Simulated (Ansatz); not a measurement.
# Y3PbC (Pm-3m): the cell at rest

Aim: bring Y3PbC (Pm-3m) to small forces and stress, as phonons need.

Program: Ansatz 0.2.0. Level of theory: DFT PBEsol, scalar-relativistic, plane waves, PAW; PAW set soft_1. Results are calculated unless marked as measured.

**1. The structure**

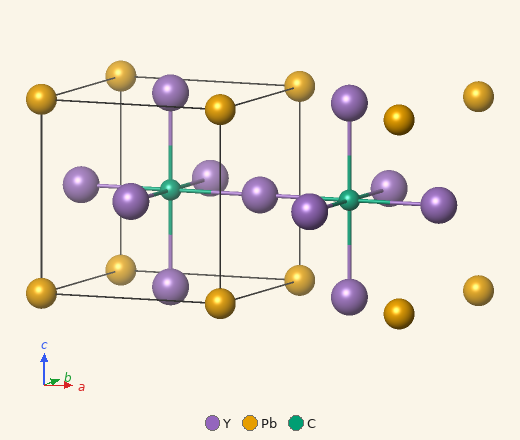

The cell as given, slightly off an axis (yttrium purple, lead orange, carbon teal). 2×1×1 cells are drawn. Some periodic images of atoms are drawn too.

**2. Probe on a coarse mesh**

A quick single point on a coarse mesh tells whether the cell has a gap and how far it is from rest, which sets the k mesh and smearing that follow.

File input.yaml:

```yaml
crystal:
  lattice:
    - [4.9095349, 0.0, 0.0]
    - [0.0, 4.9095349, 0.0]
    - [0.0, 0.0, 4.9095349]
  atoms:
    - { symbol: "Y", position: [0.5, 0.0, 0.5] }
    - { symbol: "Y", position: [0.0, 0.5, 0.5] }
    - { symbol: "Y", position: [0.5, 0.5, 0.0] }
    - { symbol: Pb, position: [0.0, 0.0, 0.0] }
    - { symbol: C, position: [0.5, 0.5, 0.5] }
kpoints:
  mp_grid: { grid: [4, 4, 4] }
hamiltonian:
  xc: pbesol
  pseudopotentials: { kind: paw, azcp: { folder: soft_1 }, xc_functional: pbe }
scf:
  occupations: { method: gaussian, width: 0.1 }
output:
  forces: true
  stress: true
  eigenvalues: true
```

Launch:

```sh
$ ansatz run input.yaml --threads 4 --pin off --max-ram 10240MiB --backend cpu --events-out ev --progress --plain --runs-dir out
```

Numbers of over 12 decimals in the logs are rounded to 6 here.

Output:

```text
Engine: ansatz 0.2.0, x86_64-unknown-linux-gnu
Pseudopotentials: kind: paw
Pseudopotential: Y, paw, valence charge 11, recommended cutoff 420 eV (normal), soft_1/Y.paw.azcp
Pseudopotential: Pb, paw, valence charge 14, recommended cutoff 420 eV (normal), soft_1/Pb.paw.azcp
Pseudopotential: C, paw, valence charge 4, recommended cutoff 420 eV (normal), soft_1/C.paw.azcp
Functional definition: PBEsol
  exchange = pbesol_x
[...]
k-point 0: bands = [... 22 lower, 10.4216, 10.4216, 10.9438, 10.9438, 10.9438, 12.0931, 12.0931, 12.0931, ... 1 higher]
  k-point 1: bands = [... 22 lower, 10.1733, 10.3811, 10.3811, 10.9263, 11.1114, 11.6500, 13.0594, 13.0594, ... 1 higher]
  k-point 2: bands = [... 22 lower, 9.9436, 10.1365, 10.1365, 11.3311, 11.7460, 12.8291, 13.0668, 13.3597, ... 1 higher]
  k-point 9: bands = [... 22 lower, 9.7803, 9.7803, 9.7803, 12.4013, 12.4013, 12.4013, 12.9925, 12.9925, ... 1 higher]
[key lines of the parts left out:]
SCF converged after 8 iterations
Free energy (F): -23392.313443 eV
Fermi energy:    11.580623 eV
P = ⅓ Tr σ = -2.5434 GPa (-25.434 kbar)
```

Wall time 1.7 s (4 threads of Intel Xeon Platinum 8488C (Sapphire Rapids), shared host); peak memory 0.48 GiB; 3.2 s of CPU time.

Numbers from this step:

| Quantity | Value |
| --- | --- |
| pressure | -2.543 GPa |
| volume per atom | 23.67 Å³ |
| gap on the k-mesh | 0 eV |

The coarse mesh shows no gap and a pressure of -2.5 GPa.

**3. Bringing the structure to rest**

Harmonic phonons are second derivatives at a point where the forces vanish, and they are wanted at zero stress, so atoms and cell are relaxed first.

Edit input.yaml of step 2 so:

```diff
@@ -12,3 +12,3 @@
 kpoints:
-  mp_grid: { grid: [4, 4, 4] }
+  mp_grid: { grid: [8, 8, 8] }
 hamiltonian:
@@ -22 +22,6 @@
   eigenvalues: true
+relax:
+  adjacent_minimum: "off"
+  f_tol: 0.005
+  max_steps: 80
+  cell: { stress_tol: 0.05 }
```

Output:

```text
[...]
Crystal: 5 atoms, lattice volume = 118.337 Å³
Basis set: ecut = 420 eV, 2325 PW (Γ), exchange–correlation on 72×72×72 points (8 copies of the dense FFT grid, shifted against one another)
Bands: 31, of which v1, the nominal top of the filled ones, is band 26 counted from 1 (25 counted from 0)
Symmetry: 48 space group operations
[...]
k-points: 35 of 512
[...]
SCF iter   1: F=—  HF=-23397.029770 eV  |F-HF|=—  |Δ(HF+E_count)|=         —  Δρ=6.80e-2  dr2=1.76e1  ethr=3.10e-3  ⟨swp⟩=6.1  Hψ=4550  notcnv=0
[...]
SCF iter   9: F=-23392.304970 eV  HF=-23392.304970 eV  |F-HF|=1.80e-9  |Δ(HF+E_count)|=   2.07e-8  Δρ=1.42e-6  dr2=2.73e-9  ethr=1.96e-10  ⟨swp⟩=8.6  Hψ=4710  notcnv=0
SCF 1 converged in 9 iterations: F = -23392.304970 eV  dr2 = 2.73e-9
[...]
relax step   1: F+E_penalty+E_count = -23392.30497027 eV  Δ(F+E_penalty+E_count) = +0.000e0 eV  max|allowed force component| = 9.256e-29 eV/Å  Δτ_max = 0.0000 Å  P = -2.511 GPa  Ω = 118.337 Å³  (9 SCF iters, dr2 threshold 1.00e-7 eV, accepted)
Crystal: 5 atoms, lattice volume = 110.689 Å³
Basis set: ecut = 420 eV, 2109 PW (Γ), exchange–correlation on 72×72×72 points (8 copies of the dense FFT grid, shifted against one another)
[...]
iter 1 solved again at ethr=4.79e-4 eV; its pass at ethr=3.10e-3 eV (dr2=2.44e-1 eV) is discarded
[...]
SCF iter   6: F=-23392.298207 eV  HF=-23392.298208 eV  |F-HF|=2.65e-7  |Δ(HF+E_count)|=   3.55e-6  Δρ=1.71e-5  dr2=4.33e-7  ethr=9.80e-10  ⟨swp⟩=6.7  Hψ=5651  notcnv=0
SCF 2 converged in 6 iterations: F = -23392.298207 eV  dr2 = 4.33e-7
[...]
relax step   2: F+E_penalty+E_count = -23392.29820747 eV  Δ(F+E_penalty+E_count) = +6.763e-3 eV  max|allowed force component| = 4.365e-30 eV/Å  Δτ_max = 0.0000 Å  P = +3.178 GPa  Ω = 110.689 Å³  energy of the carried Pulay correction = +1.596e-3 eV  (6 SCF iters, dr2 threshold 5.00e-7 eV, rejected (line search))
Crystal: 5 atoms, lattice volume = 114.834 Å³
Basis set: ecut = 420 eV, 2205 PW (Γ), exchange–correlation on 72×72×72 points (8 copies of the dense FFT grid, shifted against one another)
[...]
SCF iter   9: F=-23392.335332 eV  HF=-23392.335332 eV  |F-HF|=1.46e-11  |Δ(HF+E_count)|=  3.64e-12  Δρ=1.57e-7  dr2=2.60e-11  ethr=1.00e-12  ⟨swp⟩=6.0  Hψ=4057  notcnv=0
SCF 3 converged in 9 iterations: F = -23392.335332 eV  dr2 = 2.60e-11
relax step   3: F+E_penalty+E_count = -23392.33533243 eV  Δ(F+E_penalty+E_count) = -3.036e-2 eV  max|allowed force component| = 1.157e-29 eV/Å  Δτ_max = 0.0000 Å  P = -0.140 GPa  Ω = 114.834 Å³  energy of the carried Pulay correction = +7.178e-4 eV  (9 SCF iters, accepted)
[...]
relax step   4: F+E_penalty+E_count = -23392.33545766 eV  Δ(F+E_penalty+E_count) = -1.252e-4 eV  max|allowed force component| = 6.653e-30 eV/Å  Δτ_max = 0.0000 Å  P = +0.007 GPa  Ω = 114.634 Å³  energy of the carried Pulay correction = +7.595e-4 eV  (5 SCF iters, dr2 threshold 4.91e-8 eV, accepted)
[...]
SCF iter   6: F=-23392.334773 eV  HF=-23392.334773 eV  |F-HF|=3.64e-12  |Δ(HF+E_count)|=  1.09e-11  Δρ=4.59e-8  dr2=3.32e-12  ethr=1.00e-12  ⟨swp⟩=4.7  Hψ=3429  notcnv=0
SCF 5 converged in 6 iterations: F = -23392.334773 eV  dr2 = 3.32e-12
relax step   5: F+E_penalty+E_count = -23392.33477273 eV  Δ(F+E_penalty+E_count) = +6.849e-4 eV  max|allowed force component| = 3.119e-30 eV/Å  Δτ_max = 0.0000 Å  P = +0.001 GPa  Ω = 114.634 Å³  stress off target by 5.13e-4 GPa  SCF on the basis re-selected at this cell (its energy is not comparable with the rows above)  (6 SCF iters)
basis re-selected at this cell: Δ(F+E_penalty+E_count) = +6.849e-4 eV, ΔP = -0.006 GPa vs the last step (what re-selecting the basis moved, of the pressure what is left beyond the Pulay correction that the steps carried, after the strain that the cell walked since its last selection, with what the two solves' SCF thresholds leave and, on support functions, any second-order correction that the steps lacked; it is no m [...]
SCF converged after 6 iterations
Free energy (F): -23392.334773 eV
[...]
Internal energy: -23392.321834 eV  (E = F + TS)
E sigma→0 (E₀):  -23392.328303 eV
Entropy (-TS):   -0.012939 eV (-2.588 meV/atom)
Fermi energy:    11.993717 eV
[...]
--- Stress (GPa, compression-positive) ---
        0.000513      -0.000000       0.000000
       -0.000000       0.000513       0.000000
        0.000000       0.000000       0.000513
  P = ⅓ Tr σ = 0.0005 GPa (0.005 kbar)
--- Band table (eV; the first three rows and the last of 35) ---
  k-point 0: bands = [... 22 lower, 10.8519, 10.8519, 11.3385, 11.3385, 11.3385, 12.5604, 12.5604, 12.5604, ... 1 higher]
  k-point 1: bands = [... 22 lower, 10.9446, 11.1180, 11.1180, 11.1355, 11.3849, 11.9278, 12.8934, 12.8934, ... 1 higher]
  k-point 2: bands = [... 22 lower, 10.6089, 10.8169, 10.8169, 11.3296, 11.5096, 12.1160, 13.5372, 13.5372, ... 1 higher]
  k-point 34: bands = [... 22 lower, 10.1992, 10.1992, 10.1992, 12.8707, 12.8707, 12.8707, 13.4556, 13.4556, ... 1 higher]
--- Relaxed structure (4 steps of the walk, 3 accepted, 1 SCFs on fresh bases) ---
  F+E_penalty+E_count = -23392.33477273 eV   max|allowed force component| = 3.119e-30 eV/Å   (the final SCF, on the basis selected at the relaxed cell)
  cell:  # Å, volume = 114.6339 Å³
    - [4.857778, 0, 0]
    - [0, 4.857778, 0.0]
    - [0, 0.0, 4.857778]
  atoms:
    - { symbol: Y, position: [0.5, 0, 0.5] }
    - { symbol: Y, position: [0, 0.5, 0.5] }
    - { symbol: Y, position: [0.5, 0.5, 0] }
    - { symbol: Pb, position: [0, 0, 0] }
    - { symbol: C, position: [0.5, 0.5, 0.5] }
```

Elapsed: 7.7 s, on 4 threads; peak memory 0.57 GiB.

The steps of the relaxation:

```csv
step,energy less that of the first step (eV),largest force component (eV/Å),pressure (GPa),volume (Å³)
1,0.0000,0.0000,-2.51,118.34
2,0.0068,0.0000,3.18,110.69
3,-0.0304,0.0000,-0.14,114.83
4,-0.0305,0.0000,0.01,114.63
5*,-0.0298,0.0000,0.00,114.63
```

Relaxation steps marked * repeat the geometry before them on a plane-wave basis chosen anew for their cell, so energy and pressure can jump there. Relaxation step 2 was tried and not accepted.

The run keeps the 48 symmetry operations that it works with, so distortions that break them were not tested.

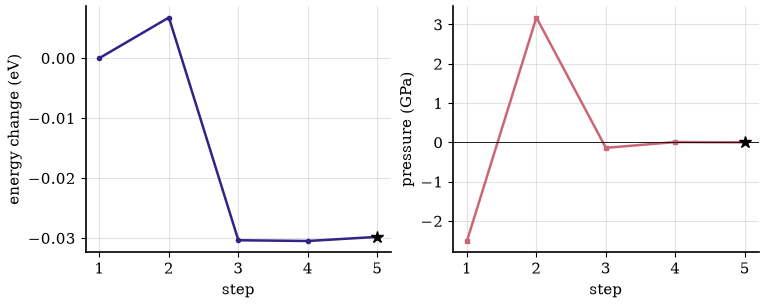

Energy and pressure along the relaxation. Stars mark steps on a basis chosen anew.

```csv
"conventional cell, symmetrised",before,after,change
a (Å),4.910,4.858,-1.1 %
b (Å),4.910,4.858,-1.1 %
c (Å),4.910,4.858,-1.1 %
volume (Å³/atom),23.67,22.93,-3.1 %
```

Final coordinates:

```
Y Pb C
1.0
     4.85778    0.00000    0.00000
     0.00000    4.85778    0.00000
     0.00000    0.00000    4.85778
Y Pb C
3 1 1
Direct
  0.50000 0.00000 0.50000
  0.00000 0.50000 0.50000
  0.50000 0.50000 0.00000
  0.00000 0.00000 0.00000
  0.50000 0.50000 0.50000
```

Numbers from this step:

```yaml
pressure: 5.13e-4 GPa
volume_per_atom: 22.93 Å³
```

In this step the volume went from 23.67 to 22.93 Å³/atom.

**4. Tight relaxation**

Phonons need a cell at rest on their own settings, so the relaxation is repeated with tight tolerances on forces and stress, using the mesh and the filling of the phonon run that follows.

input.yaml, the sections that differ from step 3:

```yaml
crystal:
  lattice:
    - [4.857777851, 0.0, 0.0]
    - [0.0, 4.857777851, 0.0]
    - [0.0, 0.0, 4.857777851]
  atoms:
    - { symbol: "Y", position: [0.5, 0.0, 0.5] }
    - { symbol: "Y", position: [0.0, 0.5, 0.5] }
    - { symbol: "Y", position: [0.5, 0.5, 0.0] }
    - { symbol: Pb, position: [0.0, 0.0, 0.0] }
    - { symbol: C, position: [0.5, 0.5, 0.5] }
scf:
  occupations: { method: methfessel_paxton, width: 0.2 }
relax:
  adjacent_minimum: "off"
  f_tol: 0.001
  max_steps: 60
  cell: { stress_tol: 0.01 }
# kpoints, hamiltonian, output: as in step 3
```

Output:

```text
[...]
Crystal: 5 atoms, lattice volume = 114.634 Å³
Basis set: ecut = 420 eV, 2205 PW (Γ), exchange–correlation on 72×72×72 points (8 copies of the dense FFT grid, shifted against one another)
Bands: 31, of which v1, the nominal top of the filled ones, is band 26 counted from 1 (25 counted from 0)
[... 1 set-up line as in the run before ...]
[...]
k-points: 35 of 512
[...]
--- Relaxed structure (3 steps of the walk, 2 accepted, 1 SCFs on fresh bases) ---
[...]
cell:  # Å, volume = 114.6180 Å³
    - [4.857554, 0, 0.0]
    - [0, 4.857554, 0.0]
    - [0.0, 0.0, 4.857554]
  atoms:
    - { symbol: Y, position: [0.500000, 0, 0.500000] }
    - { symbol: Y, position: [0, 0.500000, 0.500000] }
    - { symbol: Y, position: [0.500000, 0.500000, 0] }
    - { symbol: Pb, position: [0, 0, 0] }
    - { symbol: C, position: [0.500000, 0.500000, 0.500000] }
[key lines of the parts left out:]
SCF converged after 5 iterations
Free energy (F): -23392.330011 eV
Fermi energy:    11.994705 eV
P = ⅓ Tr σ = -0.0000 GPa (-0.000 kbar)
```

Elapsed: 6.3 s, on 4 threads; peak memory 0.54 GiB.

Little changed from the start: no atom moved by 0.005 Å and no cell edge by 0.1 %.

This step gave:

```yaml
pressure: -1.38e-5 GPa
volume_per_atom: 22.92 Å³
```

The forces vanish by symmetry and the pressure is 0.000 GPa, within the tolerances set. The cell now holds 22.92 Å³/atom.

**5. Outcome**

```
space group after relaxation (within 0.01 Å) : Pm-3m
lattice constant a                           : 4.858 Å
lattice constant b                           : 4.858 Å
lattice constant c                           : 4.858 Å
volume per atom                              : 22.9 Å³
```

**Reading.** The forces vanish by symmetry and the pressure is 0.000 GPa, within the tolerances set. The cell now holds 22.92 Å³/atom. The relaxation keeps the symmetry of its start, so it says nothing on stability against lower symmetry. The runs are without spin polarisation, although the cell has an odd electron count. Spin-orbit coupling is left out, which can matter for the heavy elements here. The PAW files were made for PBE and serve the other functionals too.

[Logs are printed without paths, hosts, clocks, repeated set-up lines and the standing remarks that a program may print on its own settings, such as how far it seeks lower states.]

[Hosts, paths, dates, database ids (printed as entryN), source tags and the programs' standing remarks are cut or masked in the printed files.]
